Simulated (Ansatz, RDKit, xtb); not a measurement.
# C3H5FO: ranking a sample of isomers, part 2 of 2

A sample of isomers of C3H5FO is drawn. Aim: find which of them has the lowest free energy at 298.15 K, then its properties. The sample is small against all isomers, and the most stable one of this formula need not be in it.

xtb, Ansatz and PySCF; isolated molecules. The steps go on from the part before.

**7. Harmonic analysis of the finalists**

The lowest few go on as finalists. Harmonic vibrations at PBE0-D3(BJ)/def2-SVP test each finalist and give the zero-point energy and the thermal terms. The first, c561a:

File input.yaml:

```yaml
crystal:
  periodic: [false, false, false]
  atoms:
    - {symbol: C, position_ang: [-1.532931, 1.560443, -1.355127]}
    - {symbol: C, position_ang: [-1.407226, 0.203979, -0.790334]}
    - {symbol: C, position_ang: [-0.240999, 1.187341, -0.720091]}
    - {symbol: F, position_ang: [-1.521810, 1.670410, -2.713364]}
    - {symbol: O, position_ang: [-2.397110, 2.429200, -0.771577]}
    - {symbol: H, position_ang: [-2.035995, 3.319569, -0.865101]}
    - {symbol: H, position_ang: [-1.955023, -0.007666, 0.130693]}
    - {symbol: H, position_ang: [-1.323293, -0.624695, -1.497023]}
    - {symbol: H, position_ang: [0.612271, 1.002475, -1.377242]}
    - {symbol: H, position_ang: [-0.004644, 1.625745, 0.252865]}
basis:
  gaussian: {orbitals: def2-SVP}
hamiltonian: {xc: pbe0, dispersion: d3bj}
scf: {lower_state_search: "off"}
phonons: {}
```

Launch:

```bash
$ ansatz run input.yaml --threads 2 --pin off --max-ram 5220MiB --events-out events.jsonl --progress --plain --runs-dir runs
```

What it wrote (excerpt; [...] marks lines left out):

```text
Warning: RAYON_NUM_THREADS=2 ignored (pool sized by the plan → 2); use --threads N
Functional definition: PBE0
  name "PBE0"
[...]
1055 factors; integrals over basis functions are off by at most 2.5e-4 eV
[...]
mean field -7941.01775323 eV, -291.8270198161 hartree, gradient 4.9e-6 eV, S^2 0.000000; 0 other end points of the search recorded, 0 dependent functions left out
[...]
reference -7941.01777437 eV, -291.8270205928 hartree; 20, 20 occupied and 75, 75 virtual orbitals, 1055 factors
[...]
1055 factors; integrals over basis functions are off by at most 2.5e-4 eV
mean field -7941.01759388 eV, -291.8270139599 hartree, gradient 1.3e-6 eV, S^2 0.000000; 0 other end points of the search recorded, 0 dependent functions left out
[...]
reference -7941.01761501 eV, -291.8270147367 hartree; 20, 20 occupied and 75, 75 virtual orbitals, 1055 factors
[...]
1055 factors; integrals over basis functions are off by at most 2.5e-4 eV
[...]
Atom 3 at    -1.521810     1.670410    -2.713364 Å, force     0.000371    -0.000432    -0.000774 eV/Å
Atom 4 at    -2.397110     2.429200    -0.771577 Å, force    -0.000185     0.000319    -0.000102 eV/Å
Atom 5 at    -2.035995     3.319569    -0.865101 Å, force    -0.000071     0.001195     0.000234 eV/Å
Atom 6 at    -1.955023    -0.007666     0.130693 Å, force    -0.000063    -0.000034     0.000068 eV/Å
Atom 7 at    -1.323293    -0.624695    -1.497023 Å, force     0.000765    -0.000204    -0.000279 eV/Å
Atom 8 at     0.612271     1.002475    -1.377242 Å, force     0.000650    -0.000198    -0.000525 eV/Å
Atom 9 at    -0.004644     1.625745     0.252865 Å, force     0.000005    -0.000556     0.000580 eV/Å
Dipole moment:     0.255085     0.109914     0.226249 e Å
Vibrations: 326.98 365.93 390.64 499.15 541.33 758.74 770.83 881.81 949.17 1000.77 1015.74 1052.17 1082.36 1173.18 1291.79 1334.28 1399.00 1407.96 1551.15 3156.78 3165.40 3262.69 3274.63 3847.45 cm⁻¹, zero-point energy 2.138723 eV
Checks for a lower state left out: stability, starts, cluster_reference, orbital_swaps, neighbouring_geometries, increment
```

It took 3.5 min on 2 threads of Intel Xeon at 2.50GHz (Skylake/Cascade Lake), shared host; peak memory 0.18 GiB.

**8. Zero-point energy and free-energy terms**

At 298.15 K and 1 atm, ideal gas, rigid rotor and harmonic oscillator:

```
label             SMILES     spin  point group  lowest mode (cm⁻¹)  zero-point (kcal/mol)  G − E (kcal/mol)
c561a          OC1(F)CC1  singlet           C1                 327                   49.3              31.7
c449a   O[C@@H]1C[C@H]1F  singlet           C1                 283                   49.4              31.5
c528a  O[C@@H]1C[C@@H]1F  singlet           C1                 239                   49.3              31.5
```

Chiral structures get −RT ln 2 for their mirror image.

**9. Energies at the top level**

Each finalist gets a single point at CCSD(T)/def2-SVP + MP2/def2-TZVPP - MP2/def2-SVP.

c561a, CCSD(T)/def2-SVP:

input.yaml, as its differences from that of step 7:

```diff
@@ -15,4 +15,2 @@
   gaussian: {orbitals: def2-SVP}
-hamiltonian: {xc: pbe0, dispersion: d3bj}
-scf: {lower_state_search: "off"}
-phonons: {}
+correlation: {method: ccsd_t, frozen_orbitals: {F: 1, O: 1, H: 0, C: 1}}
```

Launch:

```bash
$ ansatz run input.yaml --threads 2 --pin off --max-ram 5220MiB --events-out events.jsonl --progress --plain --runs-dir runs
```

What it wrote (excerpt; [...] marks lines left out):

```text
Warning: RAYON_NUM_THREADS=2 ignored (pool sized by the plan → 2); use --threads N
Functional definition: HF
  name "HF"
[...]
954 factors; integrals over basis functions are off by at most 1.4e-3 eV
[...]
mean field -7906.31500142 eV, -290.5517172094 hartree, gradient 1.4e-6 eV, S^2 0.000000; 0 other end points of the search recorded, 0 dependent functions left out
5 core orbitals not correlated: weight in the atoms' cores, before any rotation towards them, 1.000 or more for the frozen orbitals, at most 0.000 for the correlated occupied ones
reference -7906.31500142 eV, -290.5517172094 hartree; 15, 15 occupied and 75, 75 virtual orbitals, 954 factors
second order -21.13941270 eV of doubles, -0.00000000 eV of singles
cycle   1  -21.55705500 eV  change   -4.2e-1 eV  update   9.0e-2
[...]
cycle   9  -22.12894807 eV  change   -3.0e-6 eV  update   1.2e-5
perturbative correction -0.58779122 eV, -0.0216009290 hartree
Total energy: -7929.03174071 eV, -291.3865419804 hartree
```

It took 15 s on 2 threads of Intel Xeon at 2.50GHz (Skylake/Cascade Lake), shared host; peak memory 0.42 GiB.

**10. c561a at MP2/def2-TZVPP**

input.yaml, as its differences from that of step 9:

```diff
@@ -14,3 +14,6 @@
 basis:
-  gaussian: {orbitals: def2-SVP}
-correlation: {method: ccsd_t, frozen_orbitals: {F: 1, O: 1, H: 0, C: 1}}
+  gaussian:
+    orbitals: def2-TZVPP
+correlation:
+  method: mp2
+  frozen_orbitals: {F: 1, O: 1, H: 0, C: 1}
```

Launch:

```bash
$ ansatz run input.yaml --threads 2 --pin off --max-ram 5220MiB --events-out events.jsonl --progress --plain --runs-dir runs
```

What it wrote:

```text
Warning: RAYON_NUM_THREADS=2 ignored (pool sized by the plan → 2); use --threads N
Functional definition: HF
  name "HF"
  exchange = exact_x
  correlation = 0
1378 factors; integrals over basis functions are off by at most 1.0e-3 eV
mean field evaluation 1: about -7911.8746 eV, gradient 4.1e1 eV
mean field evaluation 2: about -7912.1194 eV, gradient 4.1e1 eV
mean field evaluation 4: about -7915.6607 eV, gradient 3.8e0 eV
mean field evaluation 8: about -7915.7101 eV, gradient 2.5e-1 eV
mean field -7915.71039016 eV, -290.8969913773 hartree, gradient 1.1e-6 eV, S^2 0.000000; 0 other end points of the search recorded, 0 dependent functions left out
5 core orbitals not correlated: weight in the atoms' cores, before any rotation towards them, 1.000 or more for the frozen orbitals, at most 0.000 for the correlated occupied ones
reference -7915.71039016 eV, -290.8969913773 hartree; 15, 15 occupied and 205, 205 virtual orbitals, 1378 factors
second order -26.77081935 eV of doubles, -0.00000000 eV of singles
Total energy: -7942.48120952 eV, -291.8808008426 hartree
```

Wall time 12 s (2 threads of Intel Xeon at 2.50GHz (Skylake/Cascade Lake), shared host); peak memory 0.52 GiB.

**11. c449a at CCSD(T)/def2-SVP**

File input.yaml:

```yaml
basis:
  gaussian:
    orbitals: def2-SVP
crystal:
  periodic: [false, false, false]
  atoms:
    - {symbol: C, position_ang: [-1.311763, 1.648534, -0.454490]}
    - {symbol: C, position_ang: [-0.202803, 0.847451, -1.068446]}
    - {symbol: C, position_ang: [-1.622453, 0.556120, -1.423136]}
    - {symbol: F, position_ang: [-2.183152, -0.586183, -0.953069]}
    - {symbol: O, position_ang: [-1.416261, 2.969387, -0.845834]}
    - {symbol: H, position_ang: [-2.343305, 3.225192, -0.786989]}
    - {symbol: H, position_ang: [-1.538759, 1.421715, 0.597724]}
    - {symbol: H, position_ang: [0.413584, 1.343838, -1.822148]}
    - {symbol: H, position_ang: [0.313241, 0.129957, -0.426061]}
    - {symbol: H, position_ang: [-1.986531, 0.832484, -2.418766]}
correlation:
  method: ccsd_t
  frozen_orbitals: {F: 1, O: 1, H: 0, C: 1}
```

Launch:

```bash
$ ansatz run input.yaml --threads 2 --pin off --max-ram 5220MiB --events-out events.jsonl --progress --plain --runs-dir runs
```

What it wrote (excerpt; [...] marks lines left out):

```text
Warning: RAYON_NUM_THREADS=2 ignored (pool sized by the plan → 2); use --threads N
Functional definition: HF
  name "HF"
[...]
952 factors; integrals over basis functions are off by at most 1.4e-3 eV
[...]
mean field -7905.91685521 eV, -290.5370856062 hartree, gradient 1.2e-6 eV, S^2 0.000000; 0 other end points of the search recorded, 0 dependent functions left out
5 core orbitals not correlated: weight in the atoms' cores, before any rotation towards them, 1.000 or more for the frozen orbitals, at most 0.000 for the correlated occupied ones
reference -7905.91685521 eV, -290.5370856062 hartree; 15, 15 occupied and 75, 75 virtual orbitals, 952 factors
second order -21.09088192 eV of doubles, -0.00000000 eV of singles
cycle   1  -21.53304918 eV  change   -4.4e-1 eV  update   9.0e-2
[...]
cycle   9  -22.10580099 eV  change   -3.1e-6 eV  update   1.2e-5
perturbative correction -0.57974830 eV, -0.0213053570 hartree
Total energy: -7928.60240450 eV, -291.3707641656 hartree
```

It took 15 s on 2 threads of Intel Xeon at 2.50GHz (Skylake/Cascade Lake), shared host; peak memory 0.42 GiB.

**12. Free energies and the winner**

Energies in kcal/mol from c561a; G adds the thermal terms to the CCSD(T)/def2-SVP + MP2/def2-TZVPP - MP2/def2-SVP energy. The columns left of the relaxed level are at the tight-binding geometries.

```
label             SMILES     spin  GFN2-xTB  HF/STO-3G  r2SCAN-D4/def2-SVP  PBE0-D3(BJ)/def2-SVP  HF/def2-SVP  MP2/def2-SVP  CCSD(T)/def2-SVP + MP2/def2-TZVPP - MP2/def2-SVP     G  share at equilibrium     T1
c561a          OC1(F)CC1  singlet       0.0        0.0                 0.0                   0.0          0.0           0.0                                               0.0   0.0               100.0 %  0.010
c449a   O[C@@H]1C[C@H]1F  singlet       7.0        6.5                 9.9                   9.6          9.2          10.3                                               8.9   8.7               < 0.1 %  0.009
c528a  O[C@@H]1C[C@@H]1F  singlet       6.9        7.7                11.3                  10.7         11.3          11.9                                              10.3  10.1               < 0.1 %  0.010
```

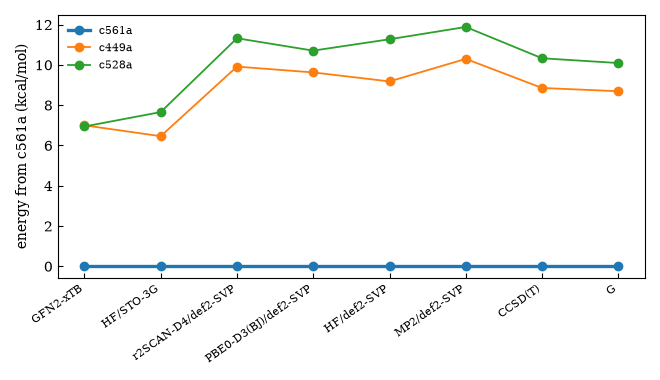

The finalists at each level, measured from c561a.

Lowest found: c561a, `OC1(F)CC1`, a singlet of point group C1. Bond lengths: C1–C2 1.475 Å, C1–C3 1.487 Å, C2–C3 1.527 Å, C1–F4 1.363 Å, C1–O5 1.357 Å, O5–H6 0.965 Å, C2–H7 1.092 Å, C2–H8 1.092 Å, C3–H9 1.093 Å, C3–H10 1.093 Å. Some angles: C1–C2–C3 59.4°, C2–C1–C3 62.1°, C2–C1–F4 117.1°, C2–C1–O5 118.6°, C3–C1–F4 116.0°, C3–C1–O5 122.0°, F4–C1–O5 112.5°, C1–C3–C2 58.6°, C1–C2–H7 117.3°, C1–C2–H8 117.2°.

```xyz
10

C    -1.5329    1.5604   -1.3551
C    -1.4072    0.2040   -0.7903
C    -0.2410    1.1873   -0.7201
F    -1.5218    1.6704   -2.7134
O    -2.3971    2.4292   -0.7716
H    -2.0360    3.3196   -0.8651
H    -1.9550   -0.0077    0.1307
H    -1.3233   -0.6247   -1.4970
H     0.6123    1.0025   -1.3772
H    -0.0046    1.6257    0.2529
```

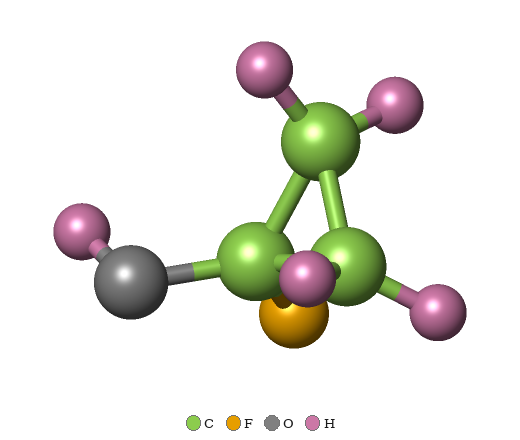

The lowest structure found, seen from a chosen angle (carbon green, fluorine amber, oxygen grey, hydrogen pink).

**13. Results**

This closing draws on all 2 parts.

| quantity | value |
| --- | --- |
| lowest structure found | OC1(F)CC1, singlet, C1 |
| next finalist | O[C@@H]1C[C@H]1F, singlet, 8.7 kcal/mol higher in G |
| share at equilibrium, among the finalists | 100.0 % |
| funnel | 3 starts, 3 minima at GFN2-xTB from these starts (5 with those found later), 5 screening runs, 3 relaxed, 3 ranked |
| CPU time of all runs | 26 min |
| harmonic wavenumbers, lowest and highest (PBE0-D3(BJ)/def2-SVP) | 327 and 3847 cm⁻¹ |
| rotational constants, same geometry | 0.2382, 0.1876, 0.1425 cm⁻¹ |

The lowest structure found is `OC1(F)CC1`. The margin of 8.7 kcal/mol over the next finalist is beyond the usual error of the last level; it says nothing of structures that weren't ranked. GFN2-xTB, HF/STO-3G, r2SCAN-D4/def2-SVP, PBE0-D3(BJ)/def2-SVP, HF/def2-SVP and MP2/def2-SVP already put its bonding pattern lowest among the structures in one piece. The largest share of the time went into the vibrations (76 % of the CPU time that the search's summary counts). Lowest found is not proven lowest: the search is finite, and each finalist counts with one conformer. Only 3 drawn patterns were tried, so whole families of isomers are missing, and the result ranks this sample alone.
